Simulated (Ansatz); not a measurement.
# (CdS)3(BeTe)1 [001] superlattice, started as zinc blende: phonons and vibrational spectra

Aim: the vibrations of (CdS)3(BeTe)1 [001] superlattice, started as zinc blende, their spectra, and whether the structure is stable.

Program: Ansatz 0.2.0. Level of theory: DFT LDA, scalar-relativistic, plane waves, PAW. Results are calculated unless marked as measured.

The structure was built from a prototype and need not be the compound's stable phase.

**1. Set-up**

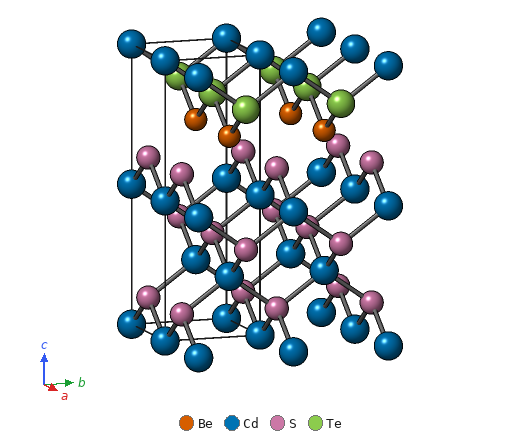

The starting structure, seen slightly off an axis (beryllium orange, cadmium blue, sulfur pink, tellurium green). 2×2×1 cells are drawn. Some periodic images of atoms are drawn too.

**2. Coarse relaxation**

The start is far from rest, so a relaxation with loose tolerances brings it close first.

input.yaml

```yaml
crystal:
  lattice:
    - [2.88625, 2.88625, 0.0]
    - [-2.88625, 2.88625, 0.0]
    - [0.0, 0.0, 11.545]
  atoms:
    - { symbol: Be, position: [0.5, 0.5, 0.75] }
    - { symbol: Cd, position: [0.0, 0.0, 0.0] }
    - { symbol: Cd, position: [0.5, 0.5, 0.25] }
    - { symbol: Cd, position: [0.0, 0.0, 0.5] }
    - { symbol: S, position: [0.5, 1.0, 0.125] }
    - { symbol: S, position: [1.0, 0.5, 0.375] }
    - { symbol: S, position: [0.5, 1.0, 0.625] }
    - { symbol: Te, position: [1.0, 0.5, 0.875] }
kpoints:
  mp_grid: { grid: [6, 6, 2] }
hamiltonian:
  xc: lda
scf:
  occupations: { method: gaussian, width: 0.1 }
output:
  forces: true
  stress: true
  eigenvalues: true
relax:
  adjacent_minimum: "off"
  f_tol: 0.05
  max_steps: 80
  cell: { stress_tol: 0.5 }
```

Run with:

```sh
ansatz run input.yaml --threads 8 --pin off --max-ram 14336MiB --backend cpu --events-out ev --progress --plain --runs-dir out
```

Numbers of over 12 decimals in the logs are rounded to 6 here.

The log of the run:

```text
The last accepted step is kept in <dir> (removed where the run ends without a failure and the disk answers)
Engine: ansatz 0.2.0, x86_64-unknown-linux-gnu
Pseudopotentials: kind: paw
Pseudopotential: Be, paw, valence charge 2, recommended cutoff 420 eV (normal), Be.paw.azcp
Pseudopotential: Cd, paw, valence charge 20, recommended cutoff 420 eV (normal), Cd.paw.azcp
[...]
- [0, 0, 11.602354]
  atoms:
    - { symbol: Be, position: [0.5, 0.500000, 0.727569] }
    - { symbol: Cd, position: [0, 0, 0.00373177] }
    - { symbol: Cd, position: [0.5, 0.500000, 0.259123] }
    - { symbol: Cd, position: [0, 0, 0.514048] }
    - { symbol: S, position: [0.500000, 1.000000, 0.128865] }
    - { symbol: S, position: [1.0, 0.500000, 0.383995] }
    - { symbol: S, position: [0.500000, 1.000000, 0.641039] }
    - { symbol: Te, position: [1.0, 0.500000, 0.841630] }
[key lines of the parts left out:]
SCF converged after 4 iterations
Free energy (F): -33882.042255 eV
Fermi energy:    8.423137 eV
P = ⅓ Tr σ = 0.0020 GPa (0.020 kbar)
```

The job ended after 17 s (8 threads of Intel Xeon 6975P-C (Granite Rapids), shared host; peak memory 0.95 GiB; 2 min of CPU time).

The steps of the relaxation:

| step | energy less that of the first step (eV) | largest force component (eV/Å) | pressure (GPa) | volume (Å³) |
| --- | --- | --- | --- | --- |
| 1 | 0.0000 | 3.3495 | 0.17 | 192.35 |
| 2 | -0.7414 | 0.9374 | -1.22 | 191.34 |
| 3 | -0.8943 | 0.7575 | -1.20 | 189.97 |
| 4 | -0.9988 | 0.3447 | -0.01 | 184.85 |
| 5 | -1.0059 | 0.0888 | -0.02 | 184.98 |
| 6 | -1.0070 | 0.0102 | 0.00 | 184.89 |
| 7* | -1.0060 | 0.0102 | 0.00 | 184.89 |

Relaxation steps marked * repeat the geometry before them on a plane-wave basis chosen anew for their cell, so energy and pressure can jump there.

Forces are held to the 4 operations that the run works with; a distortion that breaks them can't arise in this run.

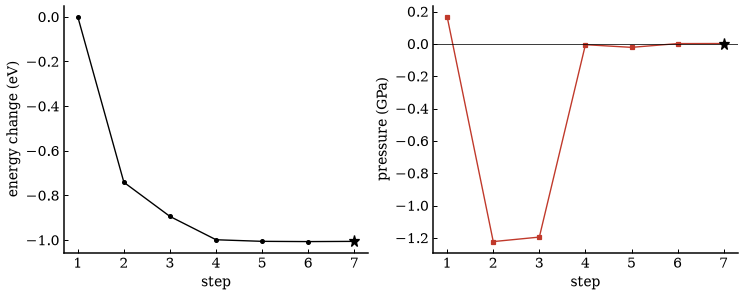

Energy and pressure along the relaxation. Stars mark steps on a basis chosen anew.

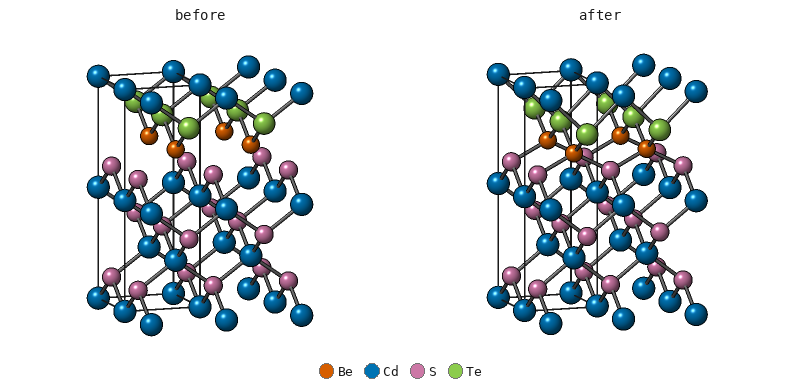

Before and after, at one scale.

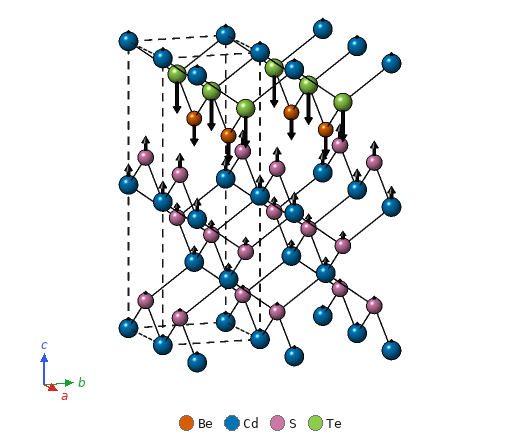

Displacements in the relaxation, exaggerated, measured against the changing cell; the longest in the cell stands for 0.39 Å. 2×2×1 cells are drawn. Some periodic images of atoms are drawn too.

```
conventional cell, symmetrised  before   after  change
                         a (Å)   4.082   3.949  -3.2 %
                         b (Å)   4.082   4.035  -1.1 %
                         c (Å)  11.545  11.602  +0.5 %
              volume (Å³/atom)   24.04   23.11  -3.9 %
```

The atoms that moved most (Å, as changes of fractional coordinates times the final cell):

| atom | dx | dy | dz | length |
| --- | --- | --- | --- | --- |
| Te8 | 0.000 | 0.000 | -0.387 | 0.387 |
| Be1 | 0.000 | 0.000 | -0.260 | 0.260 |
| S7 | 0.000 | 0.000 | 0.186 | 0.186 |
| Cd4 | 0.000 | 0.000 | 0.163 | 0.163 |
| Cd3 | 0.000 | 0.000 | 0.106 | 0.106 |
| S6 | 0.000 | 0.000 | 0.104 | 0.104 |
| S5 | 0.000 | 0.000 | 0.045 | 0.045 |
| Cd2 | 0.000 | 0.000 | 0.043 | 0.043 |

Numbers from this step:

| Property | Result |
| --- | --- |
| pressure | 0.002008 GPa |
| volume per atom | 23.11 Å³ |
| gap on the k-mesh | 0.5062 eV |
| direct gap on mesh | 0.5342 eV |

In this step the volume went from 24.04 to 23.11 Å³/atom.

**3. Bringing the structure to rest**

Harmonic phonons are second derivatives at a point where the forces vanish, and they are wanted at zero stress, so atoms and cell are relaxed first.

input.yaml

```yaml
crystal:
  lattice:
    - [2.853344798, 2.853344798, 0.0]
    - [-2.7924493538, 2.7924493538, 0.0]
    - [0.0, 0.0, 11.6023542925]
  atoms:
    - { symbol: Be, position: [0.5, 0.5, 0.7275689599] }
    - { symbol: Cd, position: [0.0, 0.0, 0.0037317715] }
    - { symbol: Cd, position: [0.5, 0.5, 0.2591232691] }
    - { symbol: Cd, position: [0.0, 0.0, 0.5140479565] }
    - { symbol: S, position: [0.5, 1.0, 0.128864723] }
    - { symbol: S, position: [1.0, 0.5, 0.3839950816] }
    - { symbol: S, position: [0.5, 1.0, 0.6410386732] }
    - { symbol: Te, position: [1.0, 0.5, 0.8416295653] }
kpoints:
  mp_grid: { grid: [8, 8, 4] }
hamiltonian:
  xc: lda
scf:
  occupations: { method: gaussian, width: 0.02 }
output:
  forces: true
  stress: true
  eigenvalues: true
relax:
  adjacent_minimum: "off"
  f_tol: 0.005
  max_steps: 80
  cell: { stress_tol: 0.05 }
```

The log of the run:

```text
[...]
Crystal: 8 atoms, lattice volume = 184.891 Å³
Basis set: ecut = 420 eV, 3639 PW (Γ)
Bands: 58, of which v1, the nominal top of the filled ones, is band 48 counted from 1 (47 counted from 0)
Symmetry: 4 space group operations
[...]
k-points: 75 of 256 (time reversal used)
[...]
- [0, 0, 11.618495]
  atoms:
    - { symbol: Be, position: [0.500000, 0.5, 0.727700] }
    - { symbol: Cd, position: [0, 0, 0.00362138] }
    - { symbol: Cd, position: [0.500000, 0.5, 0.259034] }
    - { symbol: Cd, position: [0, 0, 0.514076] }
    - { symbol: S, position: [0.500000, 1.000000, 0.128838] }
    - { symbol: S, position: [1.000000, 0.5, 0.384005] }
    - { symbol: S, position: [0.500000, 1.000000, 0.641082] }
    - { symbol: Te, position: [1.000000, 0.5, 0.841643] }
[key lines of the parts left out:]
SCF converged after 5 iterations
Free energy (F): -33882.049391 eV
Fermi energy:    8.412296 eV
P = ⅓ Tr σ = 0.0043 GPa (0.043 kbar)
```

It took 14 s on 8 threads; peak memory 1.2 GiB.

Step by step:

```csv
step,energy less that of the first step (eV),largest force component (eV/Å),pressure (GPa),volume (Å³)
1,0.0000,0.0089,0.00,184.89
2,-0.0001,0.0037,0.00,184.86
3*,-0.0001,0.0037,0.00,184.86
```

Relaxation steps marked * repeat the geometry before them on a plane-wave basis chosen anew for their cell, so energy and pressure can jump there.

Forces are held to the 4 operations that the run works with; a distortion that breaks them can't arise in this run.

```
     cell as run  before   after  change
           a (Å)   4.035   4.032  -0.1 %
           b (Å)   3.949   3.946  -0.1 %
           c (Å)  11.602  11.618  +0.1 %
volume (Å³/atom)   23.11   23.11  -0.0 %
```

Final coordinates:

```cif
data_structure
_symmetry_space_group_name_H-M 'P 1'
_symmetry_Int_Tables_number 1
_cell_length_a 4.0321
_cell_length_b 3.9460
_cell_length_c 11.6185
_cell_angle_alpha 90.000
_cell_angle_beta 90.000
_cell_angle_gamma 90.000
_cell_volume 184.86
loop_
_atom_site_label
_atom_site_type_symbol
_atom_site_fract_x
_atom_site_fract_y
_atom_site_fract_z
_atom_site_occupancy
Be1 Be 0.50000 0.50000 0.72770 1
Cd2 Cd 0.00000 0.00000 0.00362 1
Cd3 Cd 0.50000 0.50000 0.25903 1
Cd4 Cd 0.00000 0.00000 0.51408 1
S5 S 0.50000 0.00000 0.12884 1
S6 S 0.00000 0.50000 0.38401 1
S7 S 0.50000 0.00000 0.64108 1
Te8 Te 0.00000 0.50000 0.84164 1
```

This step gave:

```
pressure           : 0.004326 GPa
gap on the k-mesh  : 0.5037 eV
direct gap on mesh : 0.5347 eV
```

In this step the volume went from 23.11 to 23.11 Å³/atom.

**4. Tight relaxation**

Phonons need a cell at rest on their own settings, so the relaxation is repeated with tight tolerances on forces and stress, using the mesh and the filling of the phonon run that follows.

input.yaml

```yaml
crystal:
  lattice:
    - [2.8511139564, 2.8511139564, 0.0]
    - [-2.7902471343, 2.7902471343, 0.0]
    - [0.0, 0.0, 11.6184947527]
  atoms:
    - { symbol: Be, position: [0.5, 0.5, 0.7277003358] }
    - { symbol: Cd, position: [0.0, 0.0, 0.0036213782] }
    - { symbol: Cd, position: [0.5, 0.5, 0.2590341034] }
    - { symbol: Cd, position: [0.0, 0.0, 0.5140756801] }
    - { symbol: S, position: [0.5, 1.0, 0.1288382718] }
    - { symbol: S, position: [1.0, 0.5, 0.3840051268] }
    - { symbol: S, position: [0.5, 1.0, 0.6410822789] }
    - { symbol: Te, position: [1.0, 0.5, 0.8416428251] }
kpoints:
  mp_grid: { grid: [8, 8, 4] }
hamiltonian:
  xc: lda
scf:
  occupations: { method: fixed }
output:
  forces: true
  stress: true
  eigenvalues: true
relax:
  adjacent_minimum: "off"
  f_tol: 0.001
  max_steps: 60
  cell: { stress_tol: 0.01 }
```

The log of the run:

```text
[...]
Crystal: 8 atoms, lattice volume = 184.858 Å³
Basis set: ecut = 420 eV, 3635 PW (Γ)
Bands: 58, of which v1, the nominal top of the filled ones, is band 48 counted from 1 (47 counted from 0)
Symmetry: 4 space group operations
[...]
k-points: 75 of 256 (time reversal used)
[...]
- [-2.789113, 2.789113, 0]
    - [0.0, 0, 11.628469]
  atoms:
    - { symbol: Be, position: [0.500000, 0.5, 0.727694] }
    - { symbol: Cd, position: [0, 0, 0.00358047] }
    - { symbol: Cd, position: [0.500000, 0.5, 0.259004] }
    - { symbol: Cd, position: [0, 0, 0.514085] }
    - { symbol: S, position: [0.5, 1.000000, 0.128827] }
    - { symbol: S, position: [1.0, 0.5, 0.384026] }
    - { symbol: S, position: [0.5, 1.000000, 0.641134] }
    - { symbol: Te, position: [1.0, 0.5, 0.841649] }
[key lines of the parts left out:]
SCF converged after 6 iterations
Free energy (F): -33882.049409 eV
Fermi energy:    8.165956 eV
P = ⅓ Tr σ = 0.0005 GPa (0.005 kbar)
```

Elapsed: 19 s, on 8 threads; peak memory 1.1 GiB; 2.4 min of CPU time.

Little changed from the start: no atom moved by 0.005 Å and no cell edge by 0.1 %.

This step gave:

| Quantity | Value |
| --- | --- |
| pressure | 5.20e-4 GPa |
| gap on the k-mesh | 0.4971 eV |
| direct gap on mesh | 0.5307 eV |

The largest force component left is 0.94 meV/Å and the pressure is 0.001 GPa, within the tolerances set. The cell now holds 23.11 Å³/atom.

(Part 1 of 3 ends here.)

[Logs are printed without paths, hosts, clocks, repeated set-up lines and the standing remarks that a program may print on its own settings, such as how far it seeks lower states.]

[Hosts, paths, dates, database ids (printed as entryN), source tags and the programs' standing remarks are cut or masked in the printed files.]
